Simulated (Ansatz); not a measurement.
The starting structures come from a database of crystals and need not be the phases stable at ambient conditions.

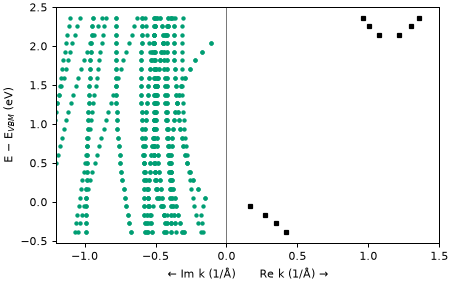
Figure: Complex bands at the centre of the two-dimensional zone; r2SCAN (Ansatz, a first-principles code)

The gap is the functional's own. No spin-orbit coupling. Mid-gap values are interpolated on the energy grid.

Question: This is HfBrN (R-3m, not sure to be the ambient phase, 6 atoms a cell, 18.4 Å³ an atom) along the normal of (110). Read off the slowest decay at the centre of the two-dimensional zone at 1.04 eV, the computed energy nearest the middle of the gap.

Answer: κ ≈ 0.30 1/Å, a decay length 1/(2κ) of the density of 1.7 Å.
